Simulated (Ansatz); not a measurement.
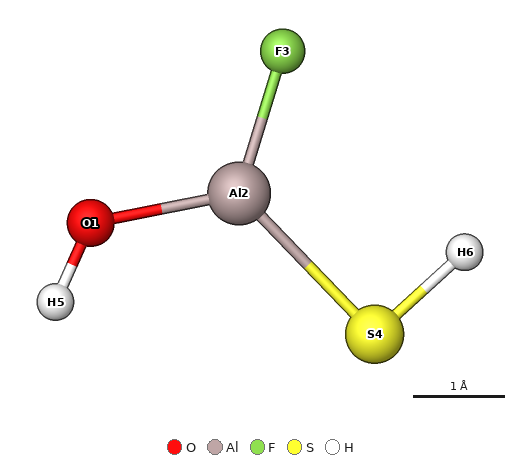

Figure 1. The structure as given in the input (ball-and-stick view, seen on its broad side; atoms are numbered from 1 in the order of the input). Sticks mark near contacts.

## What a change does: single-point calculation on AlH$_{2}$SOF

System: AlH$_{2}$SOF, SMILES [OH][Al]([F])[SH].
Method of run A: RKS PBE0-D4/def2-SVP (Ansatz 0.2.0).

The geometry comes from this level: PBE0-D4/def2-TZVP. Text and figures count atoms from 1; the logs count them from 0 in places.

## Input, run A
```yaml
crystal:
  periodic: [false, false, false]
  atoms:
    - {symbol: O, position_ang: [1.399563, -0.456348, -1.028912]}
    - {symbol: Al, position_ang: [0.238559, -0.260759, 0.168068]}
    - {symbol: F, position_ang: [0.421348, -1.100986, 1.565665]}
    - {symbol: S, position_ang: [-1.478595, 1.043103, -0.050262]}
    - {symbol: H, position_ang: [1.392230, -0.019295, -1.877868]}
    - {symbol: H, position_ang: [-1.931004, 0.730385, 1.177109]}
basis:
  gaussian: {orbitals: def2-SVP}
hamiltonian: {xc: pbe0, dispersion: d4}
output: {orbitals: {seedname: orbitals}}
```

Hardware: 2 CPU threads, shared host.

## Output (run A)
```
Functional definition: PBE0
  parameter a = 0.25
  parameter kappa = 0.804
  parameter beta = 0.06672455060314922
  exchange = (1 - a)*pbe_x(kappa = kappa, mu = beta*pi^2/3) + a*exact_x
  correlation = pbe_c(beta = beta)
679 factors; integrals over basis functions are off by at most 1.0e-3 eV
mean field evaluation 1: about -22206.2635 eV, gradient 6.0e1 eV
mean field evaluation 2: about -22194.1871 eV, gradient 1.0e2 eV
mean field evaluation 4: about -22212.3999 eV, gradient 4.5e0 eV
mean field evaluation 8: about -22212.5353 eV, gradient 2.6e-1 eV
mean field evaluation 16: about -22212.5354 eV, gradient 2.2e-5 eV
mean field -22212.53544606 eV, -816.2956214453 hartree, gradient 2.2e-5 eV, S^2 0.000000; 0 other end points of the search recorded, 0 dependent functions left out
reference -22212.53547262 eV, -816.2956224216 hartree; 24, 24 occupied and 50, 50 virtual orbitals, 679 factors
Total energy: -22212.63183875 eV, -816.2991638114 hartree
```

For run B the input was changed thus:
```diff
-hamiltonian: {xc: pbe0, dispersion: d4}
+hamiltonian: {xc: {name: wB97M-V}}
```

Predict how the results change.

The total energies belong to different models, so their difference says nothing on which is more stable or more accurate. The HOMO goes from −7.88 to −10.02 eV. The LUMO goes from −0.54 to 1.09 eV.

## Output (run B)
```
Functional definition: wB97M-V
  parameter omega = 0.3/bohr
  parameter cx = 0.15
  parameter cx01 = 1.007
  parameter cx10 = 0.259
  parameter css00 = 0.443
  parameter css04 = -1.437
  parameter css10 = -4.535
  parameter css20 = -3.390
  parameter css43 = 4.278
  parameter cos00 = 1.000
  parameter cos10 = 1.358
  parameter cos20 = 2.924
  parameter cos21 = -8.812
  parameter cos60 = -1.390
  parameter cos61 = 9.142
  parameter b = 6.0
  parameter c = 0.01
  gx(w, u) = 1 - cx + cx01*u + cx10*w
  gss(w, u) = css00 + css04*u^4 + css10*w + css20*w^2 + css43*w^4*u^3
  gos(w, u) = cos00 + cos10*w + (cos20 + cos21*u)*w^2 + (cos60 + cos61*u)*w^6
  exchange = spin_sum(e_x_unif_sr(omega)*gx(b97_w, b97_u_x)) + cx*exact_x_sr(omega) + exact_x_lr(omega)
  correlation = spin_sum(e_c_pw_mod_same_spin*gss(b97_w, b97_u_same))
      + integral(e_c_pw_mod_opposite_spin*gos(b97_w_opposite, b97_u_opposite)) + vv10(b, c)
679 factors; integrals over basis functions are off by at most 1.0e-3 eV
201 factors; integrals over basis functions are off by at most 8.9e-6 eV
mean field evaluation 1: about -22216.4698 eV, gradient 5.5e1 eV
mean field evaluation 2: about -22215.4673 eV, gradient 6.4e1 eV
mean field evaluation 4: about -22221.9226 eV, gradient 1.4e0 eV
mean field evaluation 8: about -22221.9833 eV, gradient 1.6e-1 eV
mean field evaluation 16: about -22221.9834 eV, gradient 1.1e-4 eV
mean field -22221.98343096 eV, -816.6428284864 hartree, gradient 2.2e-5 eV, S^2 0.000000; 0 other end points of the search recorded, 0 dependent functions left out
reference -22221.98347328 eV, -816.6428300415 hartree; 24, 24 occupied and 50, 50 virtual orbitals, 679 factors
Total energy: -22221.98347328 eV, -816.6428300415 hartree
```

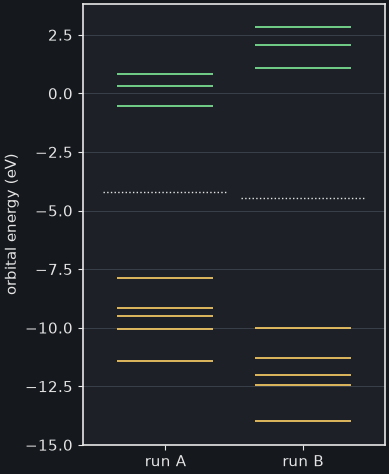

Figure 2. The five highest filled and three lowest empty orbital energies of the two runs; the dotted lines part filled from empty levels. The HOMO–LUMO gap is 7.33 eV in run A and 11.10 eV in run B.

## The two runs side by side

```tsv
quantity	run A	run B
outcome	converged	converged
total energy (hartree)	−816.299164	−816.642830
HOMO (eV)	−7.88	−10.02
LUMO (eV)	−0.54	1.09
basis functions	74	74
wall time (shared host)	1.9 s	7 s
```
